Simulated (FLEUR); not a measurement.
## FeGe2: which magnetic order is lowest

Wanted: the moments of FeGe2 and the energy of each order that was tried.

Program: FLEUR MaX-R8.1. Level of theory: PBEsol; all-electron FLAPW, Dirac cores, scalar-relativistic bands. Results are calculated unless marked as measured.

**What experiment says.**

“Frustration-induced diffusive scattering anomaly and dimension change in rm FeGe2” (2021, arxiv:2108.06882) quotes from earlier work for FeGe2, tetragonal Al2Cu type (bulk crystal): moment (ordered moment per Fe atom, in the basal plane) 1.2 μB [literature value quoted in the introduction; measurement temperature not given, exact …].

**1. The structure**

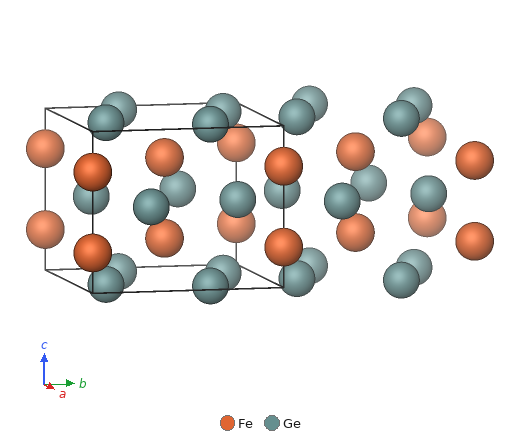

Start, viewed slightly off an axis; iron orange, germanium teal. 1×2×1 cells are drawn. This picture shows the conventional cell, with its axes. Some periodic images of atoms are drawn too.

As a file:

```xyz
6
Lattice="-2.9596 2.9596 2.4514 2.9596 -2.9596 2.4514 2.9596 2.9596 -2.4514" Properties=species:S:1:pos:R:3 pbc="T T T"
Fe    0.0000    0.0000    3.6771
Fe    0.0000    0.0000    1.2257
Ge    3.8764    0.9168    0.0000
Ge    0.9168    2.0427    0.0000
Ge    2.0427    0.9168    2.4514
Ge   -0.9168    2.0427    2.4514
```

The cell comes from a database of computed structures and need not be the stable phase.

**2. Start 1: ferro ++**

The parallel start comes first: it shows whether parallel moments hold.

inpgen writes inp.xml from crystal.txt; cutoffs, mixing, functional, smearing and local orbitals are then set in the file. The k list default-1 (kpts.xml, not shown) is a Γ-centred 8×8×8 mesh; where the ranks do not divide the number of points, some are split in two of half the weight.

Input file inp.xml:

```
<?xml version="1.0" encoding="UTF-8" standalone="no"?>
<fleurInput fleurInputVersion="0.39">
   <comment>
      FeGe2
   </comment>
   <calculationSetup>
      <cutoffs Kmax="3.63" Gmax="10.9" GmaxXC="10.9" numbands="0"/>
      <scfLoop itmax="90" minDistance="0.00002" maxIterBroyd="15" imix="Anderson" alpha="0.05" precondParam="0.0" spinf="2.0" sdNocoIR="T"/>
      <coreElectrons ctail="T" frcor="F" kcrel="0" coretail_lmax="0"/>
      <xcFunctional name="PBEs" relativisticCorrections="F"/>
      <magnetism jspins="2"/>
      <soc l_soc="F" theta="0.0" phi="0.0" spav="F"/>
      <expertModes spex="0" secvar="F"/>
      <geometryOptimization l_f="F" forcealpha="1.0" forcemix="BFGS" epsdisp="0.00001" epsforce="0.00001"/>
      <ldaU l_linMix="F" mixParam="0.05" spinf="1.0"/>
   </calculationSetup>
   <cell>
      <bzIntegration valenceElectrons="88.0" mode="hist" fermiSmearingEnergy="0.00293995">
         <kPointListSelection listName="default-1"/>
         <xi:include xmlns:xi="http://www.w3.org/2001/XInclude" href="kpts.xml"> </xi:include>
      </bzIntegration>
      <xi:include xmlns:xi="http://www.w3.org/2001/XInclude" href="sym.xml"> </xi:include>
      <bulkLattice scale="1.0">
         <bravaisMatrix>
            <row-1>   -5.5927513554663211     5.5927513554663211     4.6324803099200746</row-1>
            <row-2>    5.5927513554663211    -5.5927513554663211     4.6324803099200746</row-2>
            <row-3>    5.5927513554663211     5.5927513554663211    -4.6324803099200746</row-3>
         </bravaisMatrix>
      </bulkLattice>
   </cell>
   <atomSpecies>
      <species name="Iron (Fe) 2.800" element="Fe" atomicNumber="26">
         <mtSphere radius="2.26" gridPoints="747" logIncrement="0.016"/>
         <atomicCutoffs lmax="8" lnonsphr="6"/>
         <electronConfig flipSpins="F">
            <coreConfig>(1s1/2) (2s1/2) (2p1/2) (2p3/2)</coreConfig>
            <valenceConfig>(3s1/2) (3p1/2) (3p3/2) (4s1/2) (3d3/2) (3d5/2)</valenceConfig>
            <stateOccupation state="(3d3/2)" spinUp="1.4" spinDown="1.0"/>
            <stateOccupation state="(3d5/2)" spinUp="3.0" spinDown="0.6"/>
         </electronConfig>
         <energyParameters s="4" p="4" d="3" f="4"/>
         <lo type="SCLO" l="0" n="3" eDeriv="0"/>
         <lo type="SCLO" l="1" n="3" eDeriv="0"/>
      </species>
      <species name="Germanium (Ge)" element="Ge" atomicNumber="32">
         <mtSphere radius="2.44" gridPoints="807" logIncrement="0.015"/>
         <atomicCutoffs lmax="10" lnonsphr="8"/>
         <electronConfig flipSpins="F">
            <coreConfig>(1s1/2) (2s1/2) (2p1/2) (2p3/2) (3s1/2) (3p1/2) (3p3/2)</coreConfig>
            <valenceConfig>(4s1/2) (3d3/2) (3d5/2) (4p1/2) (4p3/2)</valenceConfig>
            <stateOccupation state="(4p1/2)" spinUp="0.333333" spinDown="0.333333"/>
            <stateOccupation state="(4p3/2)" spinUp="0.666667" spinDown="0.666667"/>
         </electronConfig>
         <energyParameters s="4" p="4" d="3" f="4"/>
      </species>
   </atomSpecies>
   <atomGroups>
      <atomGroup species="Iron (Fe) 2.800">
         <relPos label="                   1">-1.000/4.000 -1.000/4.000 .0000000000</relPos>
         <relPos label="                   2">1.000/4.000 1.000/4.000 .0000000000</relPos>
         <force calculate="T" relaxXYZ="TTT"/>
      </atomGroup>
      <atomGroup species="Germanium (Ge)">
         <relPos label="                   3">.1548926100 -.3451073900 -.1902147800</relPos>
         <relPos label="                   4">.3451073900 .1548926100 1.000/2.000</relPos>
         <relPos label="                   5">-.3451073900 -.1548926100 1.000/2.000</relPos>
         <relPos label="                   6">-.1548926100 .3451073900 .1902147800</relPos>
         <force calculate="T" relaxXYZ="TTT"/>
      </atomGroup>
   </atomGroups>
   <output dos="F" band="F" slice="F">
      <bandDOS minEnergy="-.5*Htr" maxEnergy="0.5*Htr" sigma="0.015" storeEVData="T"/>
      <plotting iplot="0" polar="F">
         <plot TwoD="T" vec1="  1.0  0.0  0.0" vec2="  0.0  1.0  0.0" vec3="  0.0  0.0  1.0" zero="  0.0  0.0  0.0" file="plot"/>
      </plotting>
      <moessbauerParams electricFieldGradient="F" isomerShift="F" coreHyperfine="F" valenceHyperfine="F"/>
   </output>
</fleurInput>
```

Input file crystal.txt:

```
FeGe2
&input film=F cartesian=F /
-2.95955656360  2.95955656360  2.45140301000
2.95955656360  -2.95955656360  2.45140301000
2.95955656360  2.95955656360  -2.45140301000
1.8897261246
1.0 1.0 1.0

6
26 0.75000000000  0.75000000000  0.00000000000 : 2.800
26 0.25000000000  0.25000000000  0.00000000000 : 2.800
32 0.15489261000  0.65489261000  0.80978522000
32 0.34510739000  0.15489261000  0.50000000000
32 0.65489261000  0.84510739000  0.50000000000
32 0.84510739000  0.34510739000  0.19021478000

&kpt div1=8 div2=8 div3=8 gamma=T /
```

Command:

```sh
> OMP_NUM_THREADS=1 inpgen -f crystal.txt > inpgen.log  # inp.xml is then edited as shown
> OMP_NUM_THREADS=1 mpirun -n 4 fleur_MPI > fleur.log
```

Log:

```text
Welcome to FLEUR        (www.flapw.de)
      MaX-Release 8.1          (www.max-centre.eu)

 ========== k-point set info ==========
 Selected k-point list: default-1
 k-point list type: mesh
 0 x 0 x 0
 Number of k points: 60

 ------------Calculation Setup---------------------------
 Number of MPI-tasks      :            4
 Number of PE/node        :            4
 Number of OMP-threads    :            1
 k-points in parallel     :            4
 pe's per k-point         :            1
 No of k-point loops      :           15
 Eigenvalue solver        :       lapack
 Number of basis functions:          518
 Approximate size of matrices (H+S) per k-point:         0.004 GB
 --------------------------------------------------------
 Iteration:     1   Distance:      22.48217209 me/bohr^3
 Iteration:     2   Distance:      17.16012585 me/bohr^3
 Iteration:     3   Distance:      13.09230749 me/bohr^3
 Iteration:     4   Distance:      10.21576780 me/bohr^3
 Iteration:     5   Distance:       4.49116559 me/bohr^3
 Iteration:     6   Distance:       2.96571270 me/bohr^3
 Iteration:     7   Distance:       2.39753211 me/bohr^3
 Iteration:     8   Distance:       2.41625695 me/bohr^3
 Iteration:     9   Distance:       1.92297066 me/bohr^3
 Iteration:    10   Distance:       2.00170941 me/bohr^3
 Iteration:    11   Distance:       0.83552635 me/bohr^3
 Iteration:    12   Distance:       0.82535434 me/bohr^3
 Iteration:    13   Distance:       0.16240504 me/bohr^3
 Iteration:    14   Distance:       0.13059297 me/bohr^3
 Iteration:    15   Distance:       0.07335070 me/bohr^3
 Iteration:    16   Distance:       0.04747440 me/bohr^3
 Iteration:    17   Distance:       0.04416592 me/bohr^3
 Iteration:    18   Distance:       0.00927618 me/bohr^3
 Iteration:    19   Distance:       0.00536632 me/bohr^3
 Iteration:    20   Distance:       0.00475254 me/bohr^3
 Iteration:    21   Distance:       0.00418991 me/bohr^3
 Iteration:    22   Distance:       0.00204861 me/bohr^3
 Iteration:    23   Distance:       0.00057376 me/bohr^3
 Iteration:    24   Distance:       0.00045261 me/bohr^3
 Iteration:    25   Distance:       0.00014488 me/bohr^3
 Iteration:    26   Distance:       0.00001628 me/bohr^3

 ********************************************************************
 Run finished successfully
 Stop message:
   all done
 ********************************************************************

--- out.xml (last complete iteration) ---
<iteration numberForCurrentRun="   26" overallNumber="   26">
         <energyParameters units="Htr">
            <atomicEP atomType="1" spin="1" branch="4s" branchLowest="-2.83" branchHighest="1.98" value="0.1729858093"/>
            <atomicEP atomType="1" spin="1" branch="4p" branchLowest="-1.58" branchHighest="2.56" value="0.3023617854"/>
            <atomicEP atomType="1" spin="1" branch="3d" branchLowest="-9.99" branchHighest="0.44" value="0.2827976723"/>
            <atomicEP atomType="1" spin="1" branch="4f" branchLowest="-9.99" branchHighest="3.61" value="0.6129776083"/>
            <loAtomicEP atomType="1" spin="1" branch="3s" branchLowest="-29.47" branchHighest="-2.83" value="-2.8441311956"/>
            <loAtomicEP atomType="1" spin="1" branch="3p" branchLowest="-25.03" branchHighest="-1.58" value="-1.6032423021"/>
            <atomicEP atomType="2" spin="1" branch="4s" branchLowest="-5.65" branchHighest="0.70" value="0.0253790865"/>
            <atomicEP atomType="2" spin="1" branch="4p" branchLowest="-3.71" branchHighest="1.30" value="0.2622434252"/>
            <atomicEP atomType="2" spin="1" branch="3d" branchLowest="-9.99" branchHighest="-0.54" value="-0.5411880635"/>
            <atomicEP atomType="2" spin="1" branch="4f" branchLowest="-9.99" branchHighest="3.11" value="0.6387979205"/>
            <atomicEP atomType="1" spin="2" branch="4s" branchLowest="-2.78" branchHighest="2.02" value="0.1795296206"/>
            <atomicEP atomType="1" spin="2" branch="4p" branchLowest="-1.52" branchHighest="2.60" value="0.3065825602"/>
            <atomicEP atomType="1" spin="2" branch="3d" branchLowest="-9.99" branchHighest="0.49" value="0.3209905289"/>
            <atomicEP atomType="1" spin="2" branch="4f" branchLowest="-9.99" branchHighest="3.64" value="0.6154079370"/>
            <loAtomicEP atomType="1" spin="2" branch="3s" branchLowest="-29.45" branchHighest="-2.78" value="-2.7879125750"/>
            <loAtomicEP atomType="1" spin="2" branch="3p" branchLowest="-25.01" branchHighest="-1.52" value="-1.5483878082"/>
            <atomicEP atomType="2" spin="2" branch="4s" branchLowest="-5.65" branchHighest="0.69" value="0.0216989440"/>
            <atomicEP atomType="2" spin="2" branch="4p" branchLowest="-3.71" branchHighest="1.30" value="0.2580438932"/>
            <atomicEP atomType="2" spin="2" branch="3d" branchLowest="-9.99" branchHighest="-0.54" value="-0.5415401515"/>
            <atomicEP atomType="2" spin="2" branch="4f" branchLowest="-9.99" branchHighest="3.11" value="0.6343572716"/>
         </energyParameters>
         <bandgap value="0.0051708239" units="eV"/>
         <sumValenceSingleParticleEnergies value="-45.4305703623" units="Htr"/>
         <FermiEnergy value="0.3678829918" units="Htr"/>
         <valenceDensity>
            <mtCharges spin="1">
               <mtCharge atomType="1" total="8.1528565" s="1.1637502" p="3.1765757" d="3.8008833" f="0.0095965"/>
               <mtCharge atomType="2" total="6.3137741" s="0.6390519" p="0.6339488" d="5.0217485" f="0.0151376"/>
            </mtCharges>
            <mtCharges spin="2">
               <mtCharge atomType="1" total="6.7880768" s="1.1566564" p="3.1721092" d="2.4481934" f="0.0094073"/>
               <mtCharge atomType="2" total="6.3674198" s="0.6377361" p="0.6907097" d="5.0215388" f="0.0142615"/>
            </mtCharges>
            <spinDependentCharge spin="1" total="45.2201003" interstitial="3.6592911" mtSpheres="41.5608092"/>
            <spinDependentCharge spin="2" total="42.7798997" interstitial="3.7340670" mtSpheres="39.0458327"/>
            <totalCharge value="88.0000000000"/>
         </valenceDensity>
         <coreStates atomType="     1" atomicNumber=" 26" spin="1" kinEnergy="    574.0075130318" eigValSum="   -360.8234967111" lostElectrons=" 0.000000">
            <state n="1" l="0" j="0.5" energy="-256.2638787295" weight="1.0000000000"/>
            <state n="2" l="0" j="0.5" energy="-29.4714250410" weight="1.0000000000"/>
            <state n="2" l="1" j="0.5" energy="-25.3345467259" weight="1.0000000000"/>
            <state n="2" l="1" j="1.5" energy="-24.8768231073" weight="2.0000000000"/>
         </coreStates>
         <coreStates atomType="     1" atomicNumber=" 26" spin="2" kinEnergy="    574.2708758294" eigValSum="   -360.7382462937" lostElectrons=" 0.000000">
            <state n="1" l="0" j="0.5" energy="-256.2638578914" weight="1.0000000000"/>
            <state n="2" l="0" j="0.5" energy="-29.4454576272" weight="1.0000000000"/>
            <state n="2" l="1" j="0.5" energy="-25.3151673809" weight="1.0000000000"/>
            <state n="2" l="1" j="1.5" energy="-24.8568816971" weight="2.0000000000"/>
         </coreStates>
         <coreStates atomType="     2" atomicNumber=" 32" spin="1" kinEnergy="    992.2108678159" eigValSum="   -598.9185872194" lostElectrons=" 0.000136">
            <state n="1" l="0" j="0.5" energy="-401.8318053877" weight="1.0000000000"/>
            <state n="2" l="0" j="0.5" energy="-49.8234255432" weight="1.0000000000"/>
            <state n="2" l="1" j="0.5" energy="-44.2710305407" weight="1.0000000000"/>
            <state n="2" l="1" j="1.5" energy="-43.1012434341" weight="2.0000000000"/>
            <state n="3" l="0" j="0.5" energy="-5.6483323064" weight="1.0000000000"/>
            <state n="3" l="1" j="0.5" energy="-3.8186813638" weight="1.0000000000"/>
            <state n="3" l="1" j="1.5" energy="-3.6614126047" weight="2.0000000000"/>
         </coreStates>
         <coreStates atomType="     2" atomicNumber=" 32" spin="2" kinEnergy="    992.2098886366" eigValSum="   -598.9196917270" lostElectrons=" 0.000137">
            <state n="1" l="0" j="0.5" energy="-401.8319369236" weight="1.0000000000"/>
            <state n="2" l="0" j="0.5" energy="-49.8234676013" weight="1.0000000000"/>
            <state n="2" l="1" j="0.5" energy="-44.2711369656" weight="1.0000000000"/>
            <state n="2" l="1" j="1.5" energy="-43.1013459409" weight="2.0000000000"/>
            <state n="3" l="0" j="0.5" energy="-5.6484657381" weight="1.0000000000"/>
            <state n="3" l="1" j="0.5" energy="-3.8188412666" weight="1.0000000000"/>
            <state n="3" l="1" j="1.5" energy="-3.6615756750" weight="2.0000000000"/>
         </coreStates>
         <allElectronCharges>
            <spinDependentCharge spin="1" total="91.2201002" interstitial="3.6598133" mtSpheres="87.5602869"/>
            <spinDependentCharge spin="2" total="88.7798997" interstitial="3.7345913" mtSpheres="85.0453084"/>
            <totalCharge value="179.9999999602"/>
         </allElectronCharges>
         <magneticMomentsInMTSpheres units="muBohr">
            <globalMagMoment atomType="1" vec="0.00000   0.00000   1.36478"/>
            <localMagMoment atomType="1" vec="0.00000   0.00000   1.36478"/>
            <globalMagMoment atomType="2" vec="0.00000   0.00000  -0.05365"/>
            <localMagMoment atomType="2" vec="0.00000   0.00000  -0.05365"/>
         </magneticMomentsInMTSpheres>
         <moessbauerParams unitsHFF="kG" unitsIS="e/bohr^3" unitsEFG="Htr/bohr^2">
         </moessbauerParams>
         <totalEnergy value="   -10933.5293494028" units="Htr">
            <sumOfEigenvalues value="    -6279.9071721577">
               <coreElectrons value="-6234.4766017954"/>
               <valenceElectrons value="-45.4305703623"/>
            </sumOfEigenvalues>
            <densityCoulombPotentialIntegral value="-16870.3631696825"/>
            <densityEffectivePotentialIntegral value="-17424.3177363838"/>
            <chargeDenXCDenIntegral value="-422.4768728697"/>
            <FockExchangeEnergyValence value="0.0000000000"/>
            <FockExchangeEnergyCore value="0.0000000000"/>
            <atomTypeDependentContributions atomType="1">
               <electronNucleiInteractionDifferentMTs value="3039.7442542657"/>
               <MadelungTerm value="-20.0562130985"/>
            </atomTypeDependentContributions>
            <atomTypeDependentContributions atomType="2">
               <electronNucleiInteractionDifferentMTs value="10105.5414609527"/>
               <MadelungTerm value="-54.9395276010"/>
            </atomTypeDependentContributions>
            <tkbTimesEntropy value="0.0023308021"/>
            <freeEnergy value="-10933.5316802050"/>
            <extrapolationTo0K value="-10933.5305148039"/>
         </totalEnergy>
         <densityConvergence units="me/bohr^3">
            <chargeDensity spin="1" distance="0.0000138349"/>
            <chargeDensity spin="2" distance="0.0000045291"/>
            <overallChargeDensity distance="0.0000126036"/>
            <spinDensity distance="0.0000162783"/>
         </densityConvergence>
      </iteration>
```

The job ended after 1.9 min (4 MPI ranks of Intel Xeon Platinum 8223CL at 3.00GHz (Skylake/Cascade Lake), shared host; peak memory 0.36 GiB).

Spin moment in the muffin-tin sphere by atom:

| atom | spin moment in the muffin-tin sphere (μB) |
| --- | --- |
| Fe1 | 1.36 |
| Fe2 | 1.36 |
| Ge3 | -0.05 |
| Ge4 | -0.05 |
| Ge5 | -0.05 |
| Ge6 | -0.05 |

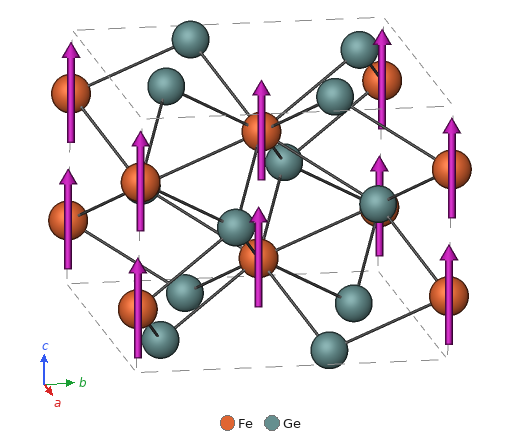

Spin moment in the muffin-tin sphere as arrows, the longest 1.36 μB. Up and down stand for the sign. Arrows give size and sign along the axis of quantisation, drawn up and down the page. Some periodic images of atoms are drawn too.

Numbers from this step:

```yaml
free_energy: -297516.5536 eV
program_s_band_gap_on_this_mesh_in_a_metal_only_a_level_spacing: 0.005171 eV
magnetization: 2.440 μB
final_state: ferromagnetic, with opposed induced moments
```

After 26 cycles the largest moment stands at 1.36 μB.

(Continued in part 2 of 2.)

[Logs and program files are shortened in this print: banners, set-up blocks, solver, clock and traceback lines can be left out without a mark of their own.]

[Logs are printed without paths, hosts, clocks, repeated set-up lines and the standing remarks that a program may print on its own settings, such as how far it seeks lower states.]

[Hosts, paths, dates, database ids (printed as entryN), source tags and the programs' standing remarks are cut or masked in the printed files.]

[Where a cell is said to come from a database of computed structures, the database is the Materials Project.]
